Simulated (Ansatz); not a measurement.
# Geometry relaxation of GeSi16 (part 2 of 2)

The same run, continued: GeSi16 (defect cell, 17 atoms in the cell); DFT PBEsol, scalar-relativistic, plane waves, PAW, PAW set soft_1, no spin polarisation (Ansatz 0.2.0); cutoff 420 eV, 2×2×2 k-mesh, Gaussian smearing of 0.02 eV. It belongs to a series of runs on one base structure; here: end point B relaxed.

Geometry of the input (Å; fractional positions):
```
0.0000  5.4300  5.4300
5.4300  0.0000  5.4300
5.4300  5.4300  0.0000
Si 0.0000  0.0000  0.0000
Si 0.1250  0.1250  0.1250
Si -0.0000  0.0000  0.5000
Si 0.1250  0.1250  0.6250
Si -0.0000  0.5000  0.0000
Si 0.1250  0.6250  0.1250
Si -0.0000  0.5000  0.5000
Si 0.1250  0.6250  0.6250
Si 0.5000  -0.0000  0.0000
Si 0.6250  0.1250  0.1250
Si 0.5000  0.0000  0.5000
Si 0.6250  0.1250  0.6250
Si 0.5000  0.5000  0.0000
Si 0.6250  0.6250  0.1250
Si 0.5000  0.5000  0.5000
Si 0.6250  0.6250  0.6250
Ge 0.7423  0.7632  0.7516
```

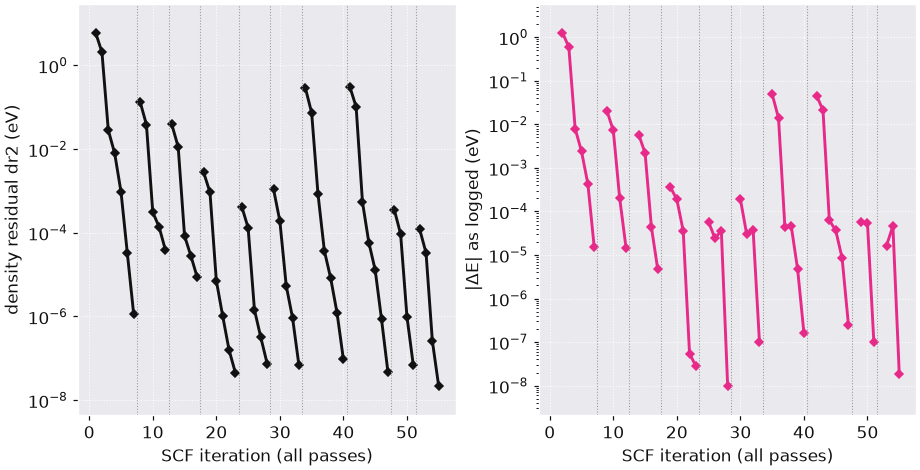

Convergence of the self-consistent field: density residual dr2 and size of the energy change against the SCF iteration. The dotted lines part the SCF passes of the relaxation: geometry steps, rejected trials and re-solves on a re-selected basis. The 10 passes take 4 to 7 iterations each, 55 in all.

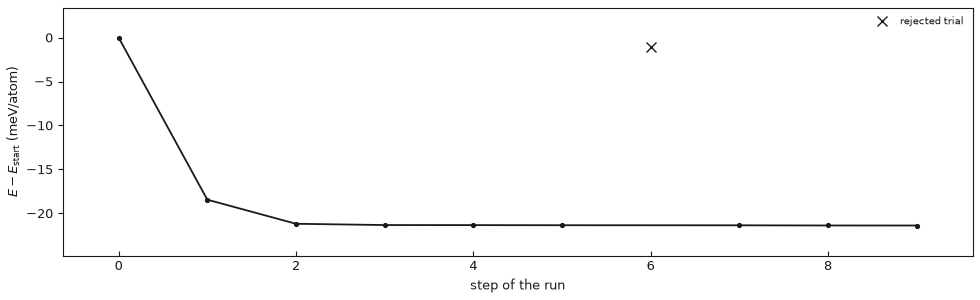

Progress of the relaxation, step by step (the first geometry is step 0 here and step 1 in the log).

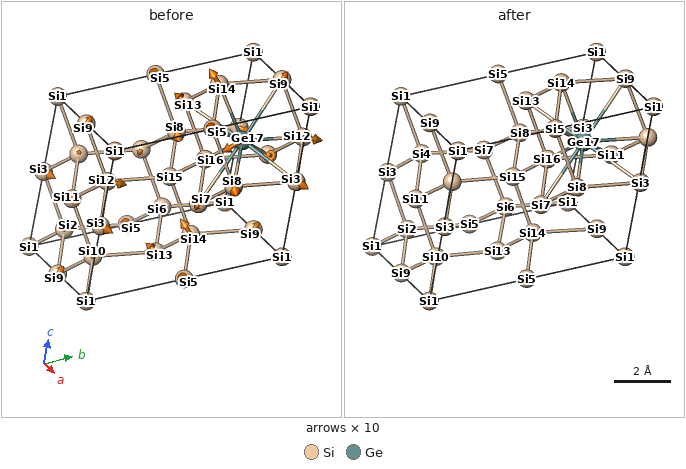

Before (left) and after (right) the relaxation, at one scale (ball-and-stick view of the cell of the calculation, with bonded neighbours outside it, seen slightly off an axis). The orange arrows give the displacements, magnified 10 times. Ge17 moves most: 0.087 Å. Largest moves by element: Ge 0.087 Å, Si 0.078 Å. The cell stays as it was. Distances before and after: Si12–Ge17 2.269 → 2.423 Å, Si9–Ge17 2.635 → 2.748 Å, Si11–Ge17 2.683 → 2.770 Å, Si3–Ge17 2.687 → 2.771 Å. Among the angles that change: Si10–Si13–Ge17 126.9° → 123.8°, Si7–Si8–Ge17 72.1° → 69.2°, Si2–Si3–Si4 109.5° → 112.4°. After 9 geometry steps the energy has fallen by 21.4 meV per atom. The largest force component goes from 1.3 to 0.003 eV/Å. The line search rejected the trial step at point 6 (counted from 0) and went back. (Atoms are counted from 1 in the order of the input.)

```
SCF converged after 4 iterations
Free energy (F): -14193.310732 eV
Harris-Foulkes:  -14193.310732 eV  (|F-HF|=1.19e-8)
Internal energy: -14193.310428 eV  (E = F + TS)
E sigma→0 (E₀):  -14193.310580 eV
Entropy (-TS):   -0.000304 eV (-0.018 meV/atom)
Fermi energy:    7.437588 eV
--- Per-component energies (eV) ---
  E_band       = -55.165507
  E_kinetic    = 757.358558
  E_local      = -3495.509654  (includes V_loc(G=0)·N_el)
  E_nonlocal   = 584.127579
  E_hartree    = 1623.821102
  E_xc         = -972.927512
  E_vxc        = -839.114488  (∫ρ·V_xc dr)
  E_paw        = -9932.343680  (= ΣΔE_a)
  E_vpaw       = -309.675118  (= ΣTr[D̂ρ^β])
  E_aug_tail   = 0.000613  (compensation charges beyond the density's cutoff)
  E_ewald      = -2759.260343
  E_core_change = 1.422909  (= ΣΔE_core)
  E_smearing   = -0.000304  (= −TS)
  E_closure    = -0.000000  (closes the sum)
  Σ components = -14193.310732   (vs F -14193.310732, Δ=0.00e0)
--- Forces (eV/Å), atoms counted from 1 ---
  atom   1  Si    -0.00064816     0.00032721    -0.00031217
  atom   2  Si    -0.00164917    -0.00009327     0.00058192
  atom   3  Si    -0.00028245     0.00024896     0.00034393
  atom   4  Si     0.00246902     0.00027857     0.00000567
  atom   5  Si     0.00011369     0.00026534    -0.00010320
  atom   6  Si     0.00271323    -0.00065527     0.00035793
  atom   7  Si     0.00224980    -0.00002899    -0.00000022
  atom   8  Si    -0.00299645    -0.00231794    -0.00294422
  atom   9  Si    -0.00121694     0.00031387    -0.00031753
  atom  10  Si    -0.00161422    -0.00033493    -0.00018741
  atom  11  Si    -0.00028718    -0.00033515    -0.00026720
  atom  12  Si     0.00186247     0.00029798    -0.00084285
  atom  13  Si     0.00009380     0.00006718    -0.00024116
  atom  14  Si     0.00089053    -0.00070984     0.00127842
  atom  15  Si    -0.00043805    -0.00010889     0.00010622
  atom  16  Si    -0.00296115     0.00247028     0.00289522
  atom  17  Ge     0.00169680     0.00031648    -0.00035511
  max |Σ_I F_I| component: 4.42e-6 eV/Å
--- Relaxed structure (10 steps of the walk, 9 accepted, 0 SCFs on fresh bases) ---
  F+E_penalty+E_count = -14193.31073241 eV   max|allowed force component| = 2.996e-3 eV/Å
  atoms:
    - { symbol: Si, position: [-0.00046165245161255736, 0.0007819215487816361, 0.00010761790024810619] }
    - { symbol: Si, position: [0.12425568233227616, 0.12476507164067008, 0.12406635022871253] }
    - { symbol: Si, position: [0.004669456202092942, 0.005911713569927396, 0.4949798393166359] }
    - { symbol: Si, position: [0.12351353196377748, 0.12550833921752472, 0.6274468599922263] }
    - { symbol: Si, position: [0.004604626892049574, 0.4957206228442186, 0.005170387546149846] }
    - { symbol: Si, position: [0.12350386294237525, 0.6281116881633759, 0.12482711341142283] }
    - { symbol: Si, position: [0.002498979909601934, 0.49782319321430135, 0.497141481901541] }
    - { symbol: Si, position: [0.13601330758163632, 0.6237410091310659, 0.622924077068084] }
    - { symbol: Si, position: [0.4965755299787571, 0.0037644484919437116, 0.0030479652628403464] }
    - { symbol: Si, position: [0.6268795694028315, 0.12474322504799462, 0.12408489908115461] }
    - { symbol: Si, position: [0.4944603409085284, 0.005854349435964634, 0.4950372533167259] }
    - { symbol: Si, position: [0.6225115310459941, 0.13710029479091124, 0.6179742063646054] }
    - { symbol: Si, position: [0.49441157832791965, 0.49565971942878057, 0.005227918859617653] }
    - { symbol: Si, position: [0.6223563218616889, 0.6186831798068279, 0.13643198098269482] }
    - { symbol: Si, position: [0.4996092954956624, 0.5007050692068347, 0.50003701832926] }
    - { symbol: Si, position: [0.6172835383278286, 0.6236071211108187, 0.623056572874975] }
    - { symbol: Ge, position: [0.7496453392785924, 0.7506742333500591, 0.749996197563107] }
```

## Trajectory as extended XYZ (Å, eV, eV/Å), 10 frames, from step=1 to step=10
```
17
Lattice="0.0000 5.4300 5.4300 5.4300 0.0000 5.4300 5.4300 5.4300 0.0000" Properties=species:S:1:pos:R:3:forces:R:3 step=1 energy=-14192.94713
Si    0.0000    0.0000    0.0000   -0.0033   0.0011  -0.0009
Si    1.3575    1.3575    1.3575   -0.0412  -0.1067  -0.0692
Si    2.7150    2.7150    0.0000   -0.0678   0.0637   0.8233
Si    4.0725    4.0725    1.3575    0.1005   0.0371  -0.0389
Si    2.7150    0.0000    2.7150   -0.0287   0.6741   0.0232
Si    4.0725    1.3575    4.0725    0.0567  -0.0330   0.0313
Si    5.4300    2.7150    2.7150   -0.5810   0.0031   0.0003
Si    6.7875    4.0725    4.0725   -0.6890   0.6441   0.5703
Si    0.0000    2.7150    2.7150    0.9686   0.0411  -0.0408
Si    1.3575    4.0725    4.0725   -0.0434   0.0695   0.1071
Si    2.7150    5.4300    2.7150   -0.0664  -0.8323  -0.0619
Si    4.0725    6.7875    4.0725    1.2122  -1.3005   1.3065
Si    2.7150    2.7150    5.4300   -0.0271  -0.0214  -0.6814
Si    4.0725    4.0725    6.7875    0.7614   0.9240  -0.9199
Si    5.4300    5.4300    5.4300    0.1291  -0.0523   0.0467
Si    6.7875    6.7875    6.7875   -0.7062  -0.5820  -0.6573
Ge    8.2249    8.1118    8.1748   -0.9743   0.4705  -0.4385
17
Lattice="0.0000 5.4300 5.4300 5.4300 0.0000 5.4300 5.4300 5.4300 0.0000" Properties=species:S:1:pos:R:3:forces:R:3 step=2 energy=-14193.26075
Si   -0.0045    0.0016   -0.0014    0.0012  -0.0006   0.0005
Si    1.3497    1.3449    1.3485   -0.0038   0.0164   0.0008
Si    2.7124    2.7169    0.0369    0.0048  -0.0028   0.2414
Si    4.0844    4.0776    1.3523   -0.0264   0.0070  -0.0065
Si    2.7139    0.0326    2.7154    0.0035   0.2049  -0.0010
Si    4.0794    1.3538    4.0760   -0.0141  -0.0025   0.0036
Si    5.4028    2.7151    2.7150   -0.1887  -0.0009   0.0004
Si    6.7641    4.0952    4.0919   -0.2159   0.2273   0.2277
Si    0.0373    2.7166    2.7134    0.2853  -0.0014   0.0013
Si    1.3494    4.0817    4.0852   -0.0032  -0.0008  -0.0158
Si    2.7124    5.3930    2.7131    0.0046  -0.2439   0.0025
Si    4.1030    6.7527    4.1075    0.4677  -0.4854   0.4862
Si    2.7140    2.7147    5.3971    0.0033   0.0008  -0.2064
Si    4.0947    4.1026    6.7575    0.3109   0.3273  -0.3277
Si    5.4473    5.4233    5.4359   -0.0264   0.0104  -0.0091
Si    6.7636    6.7678    6.7643   -0.2217  -0.2329  -0.2336
Ge    8.2010    8.1217    8.1660   -0.3807   0.1772  -0.1643
17
Lattice="0.0000 5.4300 5.4300 5.4300 0.0000 5.4300 5.4300 5.4300 0.0000" Properties=species:S:1:pos:R:3:forces:R:3 step=3 energy=-14193.30739
Si   -0.0060    0.0022   -0.0019    0.0003   0.0001  -0.0001
Si    1.3471    1.3451    1.3466    0.0126   0.0093   0.0072
Si    2.7155    2.7132    0.0512    0.0126  -0.0151  -0.0113
Si    4.0825    4.0799    1.3501   -0.0138  -0.0036   0.0034
Si    2.7147    0.0469    2.7130    0.0037  -0.0070  -0.0077
Si    4.0783    1.3528    4.0772   -0.0102   0.0015  -0.0011
Si    5.3883    2.7155    2.7144    0.0017   0.0008  -0.0013
Si    6.7534    4.1083    4.1065    0.0493  -0.0268  -0.0126
Si    0.0517    2.7148    2.7153   -0.0130  -0.0079   0.0081
Si    1.3468    4.0836    4.0851    0.0129  -0.0077  -0.0092
Si    2.7154    5.3787    2.7168    0.0122   0.0114   0.0149
Si    4.1242    6.7311    4.1291   -0.0070   0.0070  -0.0074
Si    2.7146    2.7170    5.3828    0.0034   0.0074   0.0073
Si    4.1122    4.1189    6.7410   -0.0173  -0.0324   0.0311
Si    5.4517    5.4215    5.4375    0.0045  -0.0025   0.0025
Si    6.7526    6.7530    6.7509    0.0500   0.0128   0.0261
Ge    8.1820    8.1292    8.1593   -0.1019   0.0528  -0.0498
17
Lattice="0.0000 5.4300 5.4300 5.4300 0.0000 5.4300 5.4300 5.4300 0.0000" Properties=species:S:1:pos:R:3:forces:R:3 step=4 energy=-14193.30984
Si    0.0015   -0.0006    0.0005   -0.0033   0.0011  -0.0010
Si    1.3517    1.3471    1.3500    0.0047  -0.0098  -0.0070
Si    2.7201    2.7114    0.0508   -0.0029   0.0041   0.0030
Si    4.0845    4.0788    1.3510    0.0027   0.0076  -0.0080
Si    2.7188    0.0469    2.7150    0.0005   0.0009   0.0021
Si    4.0834    1.3495    4.0803    0.0024  -0.0105   0.0109
Si    5.3901    2.7138    2.7159    0.0022  -0.0009   0.0008
Si    6.7560    4.1122    4.1163    0.0044   0.0055   0.0050
Si    0.0496    2.7125    2.7173   -0.0013   0.0026  -0.0026
Si    1.3516    4.0799    4.0827    0.0047   0.0065   0.0100
Si    2.7201    5.3791    2.7184   -0.0029  -0.0027  -0.0042
Si    4.1166    6.7409    4.1191   -0.0034  -0.0069   0.0073
Si    2.7188    2.7148    5.3827    0.0004  -0.0022  -0.0010
Si    4.1151    4.1135    6.7461   -0.0068   0.0044  -0.0047
Si    5.4383    5.4266    5.4331   -0.0049   0.0012  -0.0010
Si    6.7560    6.7436    6.7473    0.0045  -0.0044  -0.0057
Ge    8.1528    8.1415    8.1482   -0.0012   0.0035  -0.0039
17
Lattice="0.0000 5.4300 5.4300 5.4300 0.0000 5.4300 5.4300 5.4300 0.0000" Properties=species:S:1:pos:R:3:forces:R:3 step=5 energy=-14193.30997
Si    0.0052   -0.0021    0.0019    0.0018  -0.0009   0.0008
Si    1.3536    1.3469    1.3510    0.0071   0.0015  -0.0012
Si    2.7197    2.7134    0.0517   -0.0004  -0.0010  -0.0025
Si    4.0868    4.0789    1.3509   -0.0104   0.0015  -0.0018
Si    2.7200    0.0477    2.7172   -0.0025   0.0000  -0.0017
Si    4.0867    1.3467    4.0831   -0.0081  -0.0016   0.0019
Si    5.3911    2.7128    2.7170   -0.0018   0.0017  -0.0015
Si    6.7558    4.1143    4.1180    0.0124   0.0053   0.0097
Si    0.0484    2.7132    2.7166   -0.0013  -0.0008   0.0008
Si    1.3536    4.0788    4.0828    0.0070   0.0009  -0.0012
Si    2.7197    5.3783    2.7164   -0.0004   0.0024   0.0011
Si    4.1128    6.7424    4.1177   -0.0092  -0.0049   0.0055
Si    2.7200    2.7126    5.3819   -0.0025   0.0017  -0.0001
Si    4.1128    4.1141    6.7454   -0.0054   0.0050  -0.0055
Si    5.4342    5.4282    5.4317   -0.0037   0.0022  -0.0022
Si    6.7558    6.7421    6.7452    0.0123  -0.0092  -0.0059
Ge    8.1487    8.1436    8.1463    0.0052  -0.0037   0.0037
17
Lattice="0.0000 5.4300 5.4300 5.4300 0.0000 5.4300 5.4300 5.4300 0.0000" Properties=species:S:1:pos:R:3:forces:R:3 step=6 energy=-14193.31019
Si    0.0083   -0.0034    0.0031    0.0028  -0.0007   0.0006
Si    1.3548    1.3474    1.3519    0.0083   0.0043   0.0018
Si    2.7195    2.7146    0.0533    0.0014  -0.0023  -0.0043
Si    4.0881    4.0790    1.3507   -0.0151  -0.0032   0.0030
Si    2.7207    0.0492    2.7186   -0.0005  -0.0020  -0.0007
Si    4.0895    1.3446    4.0851   -0.0160   0.0061  -0.0058
Si    5.3939    2.7122    2.7176   -0.0039   0.0006  -0.0005
Si    6.7584    4.1173    4.1215    0.0183   0.0057   0.0068
Si    0.0451    2.7134    2.7163    0.0028  -0.0017   0.0018
Si    1.3549    4.0778    4.0823    0.0082  -0.0019  -0.0039
Si    2.7196    5.3769    2.7152    0.0015   0.0039   0.0024
Si    4.1074    6.7424    4.1179   -0.0183  -0.0045   0.0052
Si    2.7208    2.7112    5.3802   -0.0004   0.0008   0.0020
Si    4.1093    4.1155    6.7438   -0.0151   0.0073  -0.0080
Si    5.4304    5.4297    5.4303    0.0041  -0.0009   0.0007
Si    6.7585    6.7389    6.7422    0.0180  -0.0064  -0.0067
Ge    8.1454    8.1451    8.1449    0.0039  -0.0053   0.0056
17
Lattice="0.0000 5.4300 5.4300 5.4300 0.0000 5.4300 5.4300 5.4300 0.0000" Properties=species:S:1:pos:R:3:forces:R:3 step=7 energy=-14192.96571 accepted=F
Si    0.1049   -0.0427    0.0393    0.0703  -0.0139   0.0108
Si    1.3929    1.3616    1.3833   -0.7136   0.4114   0.4479
Si    2.7138    2.7529    0.1125    0.0900  -0.0690  -0.0370
Si    4.1339    4.0796    1.3494    0.5653  -0.4651   0.5117
Si    2.7435    0.1065    2.7634    0.0839  -0.1121   0.0276
Si    4.1771    1.2813    4.1473    0.4193   0.5658  -0.6062
Si    5.5049    2.6941    2.7365   -0.4667  -0.0253   0.0261
Si    6.8672    4.2225    4.2453   -0.6588  -0.1406  -0.4154
Si   -0.0754    2.7222    2.7057    0.2361  -0.0386   0.0410
Si    1.3946    4.0440    4.0650   -0.7173  -0.3978  -0.4553
Si    2.7155    5.3239    2.6767    0.0882   0.0401   0.0699
Si    3.9129    6.7322    4.1357    0.6178   0.4412  -0.5071
Si    2.7448    2.6661    5.3171    0.0872  -0.0257   0.1084
Si    3.9743    4.1724    6.6797    0.5806  -0.3196   0.3796
Si    5.3089    5.4771    5.3868    0.4612  -0.1252   0.1198
Si    6.8697    6.6246    6.6320   -0.6642   0.3430   0.2007
Ge    8.0415    8.1935    8.0990   -0.0793  -0.0684   0.0775
17
Lattice="0.0000 5.4300 5.4300 5.4300 0.0000 5.4300 5.4300 5.4300 0.0000" Properties=species:S:1:pos:R:3:forces:R:3 step=8 energy=-14193.31035
Si   -0.0029    0.0011   -0.0010    0.0039  -0.0040   0.0042
Si    1.3495    1.3464    1.3500    0.0045  -0.0106  -0.0164
Si    2.7197    2.7110    0.0549   -0.0003  -0.0019   0.0080
Si    4.0853    4.0772    1.3527   -0.0010   0.0196  -0.0202
Si    2.7185    0.0497    2.7142   -0.0054   0.0066  -0.0063
Si    4.0815    1.3530    4.0768    0.0109  -0.0251   0.0253
Si    5.3990    2.7139    2.7158    0.0048   0.0038  -0.0039
Si    6.7664    4.1163    4.1203    0.0057   0.0055   0.0117
Si    0.0430    2.7128    2.7172   -0.0047  -0.0008   0.0004
Si    1.3493    4.0802    4.0836    0.0047   0.0157   0.0107
Si    2.7196    5.3753    2.7189   -0.0002  -0.0074   0.0017
Si    4.1085    6.7355    4.1249   -0.0040  -0.0139   0.0143
Si    2.7184    2.7156    5.3795   -0.0054   0.0062  -0.0068
Si    4.1058    4.1182    6.7409   -0.0045   0.0078  -0.0077
Si    5.4408    5.4257    5.4339   -0.0113   0.0049  -0.0047
Si    6.7663    6.7399    6.7427    0.0058  -0.0112  -0.0053
Ge    8.1560    8.1401    8.1495   -0.0035   0.0050  -0.0051
17
Lattice="0.0000 5.4300 5.4300 5.4300 0.0000 5.4300 5.4300 5.4300 0.0000" Properties=species:S:1:pos:R:3:forces:R:3 step=9 energy=-14193.31068
Si    0.0020   -0.0009    0.0008   -0.0012   0.0002  -0.0001
Si    1.3505    1.3478    1.3512    0.0030  -0.0069  -0.0062
Si    2.7199    2.7121    0.0564   -0.0006   0.0007   0.0036
Si    4.0870    4.0776    1.3523    0.0019   0.0076  -0.0076
Si    2.7192    0.0518    2.7156    0.0001   0.0022  -0.0010
Si    4.0857    1.3501    4.0797    0.0046  -0.0098   0.0097
Si    5.4010    2.7135    2.7163    0.0060  -0.0002   0.0001
Si    6.7683    4.1193    4.1238    0.0013  -0.0004  -0.0008
Si    0.0395    2.7127    2.7171   -0.0039   0.0011  -0.0012
Si    1.3504    4.0788    4.0820    0.0031   0.0060   0.0068
Si    2.7199    5.3740    2.7177   -0.0006  -0.0034  -0.0008
Si    4.1035    6.7358    4.1247   -0.0029  -0.0059   0.0057
Si    2.7191    2.7142    5.3774    0.0001   0.0009  -0.0022
Si    4.1028    4.1193    6.7398   -0.0064   0.0028  -0.0025
Si    5.4365    5.4272    5.4325   -0.0034   0.0005  -0.0004
Si    6.7682    6.7366    6.7397    0.0014   0.0008   0.0008
Ge    8.1514    8.1418    8.1479   -0.0025   0.0039  -0.0041
17
Lattice="0.0000 5.4300 5.4300 5.4300 0.0000 5.4300 5.4300 5.4300 0.0000" Properties=species:S:1:pos:R:3:forces:R:3 step=10 energy=-14193.31073
Si    0.0048   -0.0019    0.0017   -0.0006   0.0003  -0.0003
Si    1.3512    1.3484    1.3522   -0.0016  -0.0001   0.0006
Si    2.7198    2.7131    0.0575   -0.0003   0.0002   0.0003
Si    4.0885    4.0777    1.3522    0.0025   0.0003   0.0000
Si    2.7198    0.0531    2.7168    0.0001   0.0003  -0.0001
Si    4.0885    1.3484    4.0813    0.0027  -0.0007   0.0004
Si    5.4027    2.7130    2.7167    0.0022   0.0000   0.0000
Si    6.7694    4.1210    4.1255   -0.0030  -0.0023  -0.0029
Si    0.0370    2.7130    2.7168   -0.0012   0.0003  -0.0003
Si    1.3511    4.0777    4.0813   -0.0016  -0.0003  -0.0002
Si    2.7198    5.3730    2.7167   -0.0003  -0.0003  -0.0003
Si    4.1001    6.7358    4.1247    0.0019   0.0003  -0.0008
Si    2.7198    2.7130    5.3761    0.0001   0.0001  -0.0002
Si    4.1003    4.1202    6.7388    0.0009  -0.0007   0.0013
Si    5.4340    5.4281    5.4317   -0.0004  -0.0001   0.0001
Si    6.7694    6.7350    6.7380   -0.0030   0.0025   0.0029
Ge    8.1486    8.1431    8.1467    0.0017   0.0003  -0.0004
```
